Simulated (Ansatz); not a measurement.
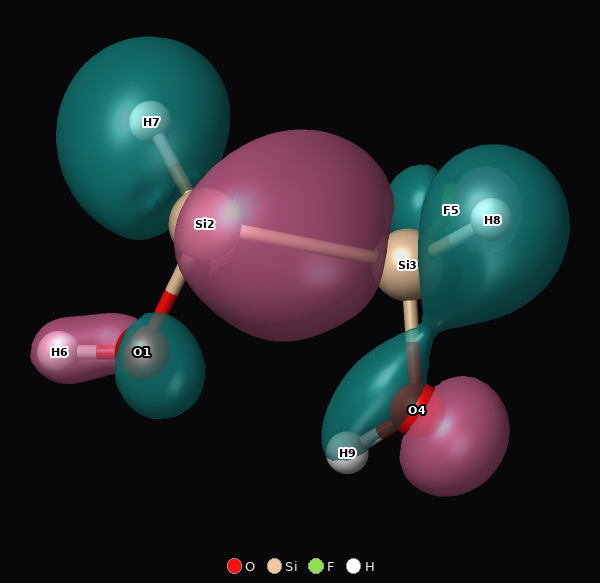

Figure. FH4O2Si2 (doublet). The HOMO−1 (α) at ±0.1 Å⁻³ᐟ² (teal and pink are the two phases), seen at a tilt.

Geometry: PBE0-D4/def2-TZVP.

The calculation used UKS PBE0-D4/def2-TZVPP in Ansatz.

```xyz
9

O    -1.4389    1.1698   -0.0962
Si    0.2165    1.3388    0.0075
Si    0.8872   -0.8979    0.2589
O    -0.4367   -1.6770    0.8165
F     1.3730   -1.5144   -1.1374
H    -1.9462    1.8999   -0.4554
H     0.7306    2.0835   -1.1856
H     1.9886   -1.1443    1.2126
H    -1.2854   -1.3046    0.5621
```

### Describe this orbital and give its energy.

By Hirshfeld shares it lies mainly on Si2 (about 35 %), Si3 (about 20 %), H7 (about 15 %), O4 (about 10 %) and H8 (about 10 %). Its energy is −8.51 eV.
